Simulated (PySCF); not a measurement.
Consider Cl₆SSn₂.

Input

```
{"job": {"kind": "uv", "xc": "CAM-B3LYP", "basis": "def2-SVPD", "ip": true, "nstates": 10}, "charge": 0, "multiplicity": 1}
Sn     1.140034    -1.138281     0.917787
Cl     1.248349     0.566240     2.485138
Cl     2.822187    -0.995173    -0.671515
Cl     1.460987    -3.120787     2.073736
S     -1.038165    -1.304322    -0.097478
Sn    -1.301156     0.918495    -0.962560
Cl     0.661611     2.133534    -0.690833
Cl    -1.840360     0.856929    -3.217525
Cl    -3.020737     2.013924     0.137591
```

Command:

```sh
OMP_NUM_THREADS=1 python probes_run.py task.json out
```

Geometry: PBE0-D3(BJ)/def2-SVP; core potentials replace the inner electrons of Sn.

All numbers below come from CAM-B3LYP/def2-SVPD, SCF density, gas phase, scalar-relativistic core potentials on the heavy atoms (PySCF).

### Predict the electron density and electron localisation function between the atoms.

Sn–Cl (2.32 Å): the density is about 0.58 e/Å³ at the midpoint; the ELF peaks at about 0.80 in the valence shell of Cl, 0.8 Å from its nucleus, and drops to about 0.15 between the two atoms.

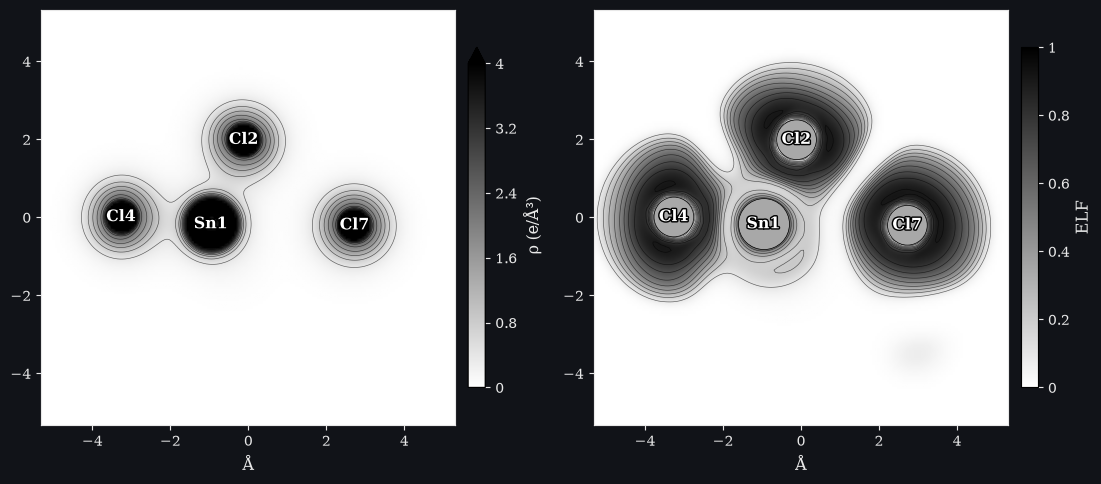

Computed electron density and electron localisation function on the plane of atoms Cl2, Sn1 and Cl4, in this order. Grey discs cover the atomic cores in the ELF map. 
